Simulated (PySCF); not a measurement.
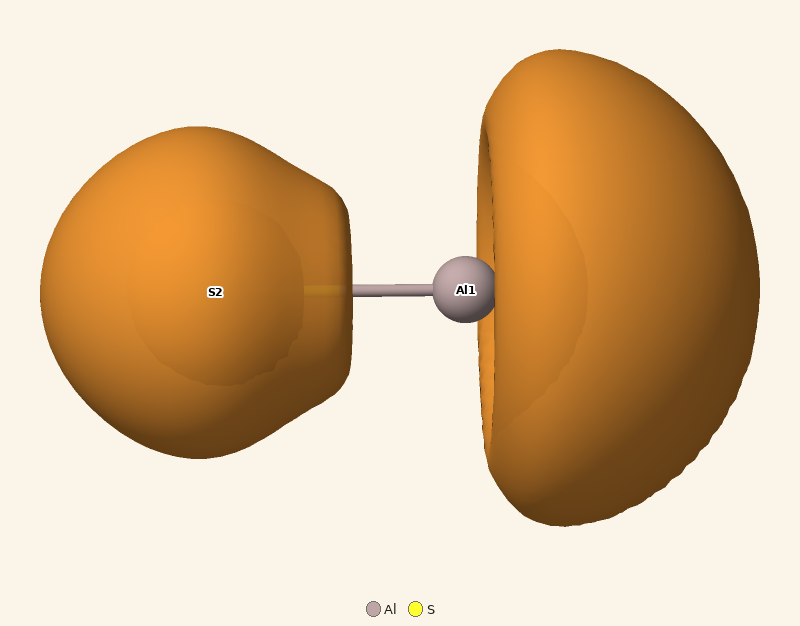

The picture shows: AlS (charge −1). Isosurface of the ELF at 0.75 (orange), seen from one side. Only the valence region is drawn (cores and ρ < 0.01 e/Å³ removed).

Computed with PBE0/aug-pcseg-1, non-relativistic, at a bond length of 2.109 Å (PySCF 2.14.0).

```xyz
2

Al    0.0000    0.0000   -1.1438
S     0.0000    0.0000    0.9652
```

> Describe the localisation domains.

The ELF exceeds this value in one region on S in which the atom's valence shell and bonds are merged and one lobe on Al, pointing away from the bonds (lone pairs). Profiles from the grid: Al–S (2.11 Å): the ELF peaks at about 0.85 in the valence shell of S, 0.9 Å from its nucleus, and is about 0.80 at the midpoint.
